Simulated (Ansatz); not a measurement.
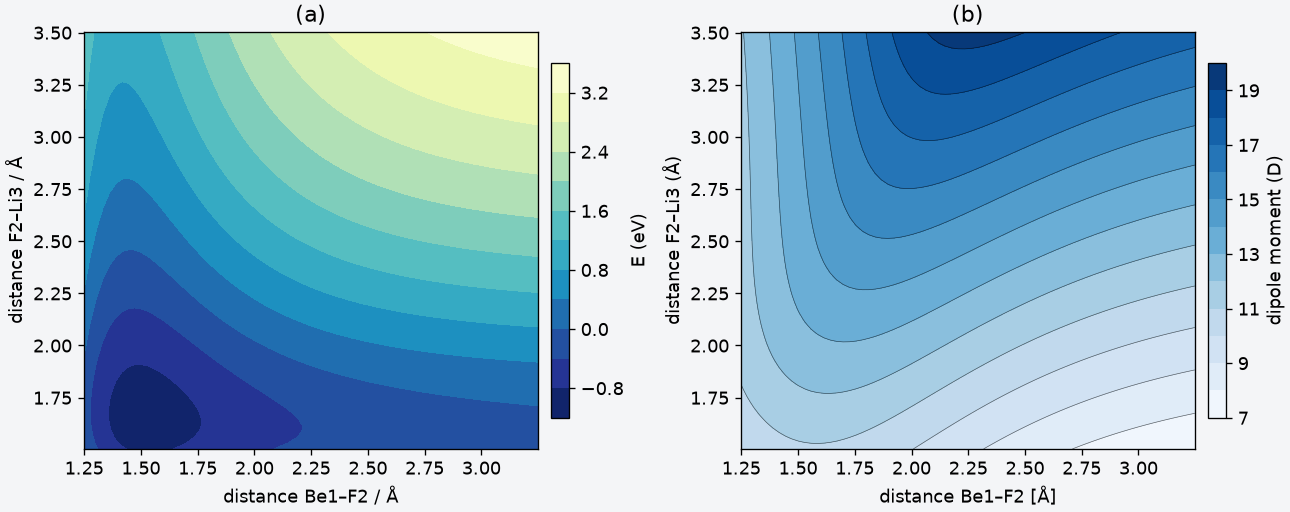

The system Be + FLi. First axis: distance Be1–F2. Second axis: distance F2–Li3. Nothing is relaxed (the angle Be1–F2–Li3 is fixed at 180 degrees). The scan uses a 13 × 13 grid. Points are written as (first, second). All energies are given in eV relative to Be far from the relaxed FLi (each part in its own basis). The reference is spin-restricted, so regions where a bond is pulled apart into radicals lie too high. Theory: Ansatz 0.2.0, RKS wB97X-V/def2-TZVPD.

Panel (a) is the energy and panel (b) the computed dipole moment on the same grid.

In the figure: filled contours. Between grid points the surface is interpolated.

How does the dipole moment vary over the map, and what is it at the lowest grid point?

Leaving out the highest fifth of the energies, it runs from 7.2 D at (3.248 Å, 1.504 Å) to 16.9 D at (1.889 Å, 3.082 Å). At the lowest grid point, (1.578 Å, 1.699 Å), it is 11.7 D.

```csv
"distance F2–Li3 ↓, distance Be1–F2 →",1.248,1.327,1.443,1.578,1.727,1.889,2.060,2.240,2.429,2.624,2.826,3.034,3.248
3.504,11.9,12.6,13.6,14.9,16.3,17.8,19.0,19.4,19.2,18.7,18.2,17.8,17.4
3.290,11.8,12.5,13.5,14.7,16.1,17.4,18.2,18.4,18.0,17.5,17.1,16.6,16.3
3.082,11.7,12.4,13.4,14.6,15.8,16.9,17.4,17.3,16.9,16.4,15.9,15.5,15.1
2.880,11.7,12.3,13.3,14.4,15.5,16.3,16.5,16.3,15.8,15.3,14.8,14.4,14.1
2.685,11.7,12.3,13.2,14.2,15.2,15.7,15.6,15.3,14.8,14.2,13.8,13.4,13.1
2.496,11.6,12.2,13.1,14.0,14.7,14.9,14.7,14.3,13.7,13.2,12.8,12.4,12.1
2.316,11.6,12.1,12.9,13.7,14.1,14.2,13.8,13.3,12.8,12.3,11.8,11.5,11.2
2.145,11.5,12.0,12.7,13.3,13.5,13.4,13.0,12.5,11.9,11.4,10.9,10.6,10.3
1.983,11.3,11.8,12.3,12.8,12.9,12.6,12.2,11.6,11.1,10.6,10.1,9.8,9.5
1.834,11.0,11.4,11.9,12.2,12.2,11.9,11.4,10.9,10.3,9.8,9.4,9.0,8.8
1.699,10.7,11.1,11.5,11.7,11.6,11.3,10.8,10.2,9.6,9.1,8.7,8.4,8.1
1.583,10.4,10.7,11.1,11.2,11.1,10.7,10.2,9.6,9.1,8.6,8.2,7.8,7.6
1.504,10.1,10.4,10.8,10.9,10.8,10.4,9.8,9.2,8.7,8.2,7.8,7.4,7.2
```
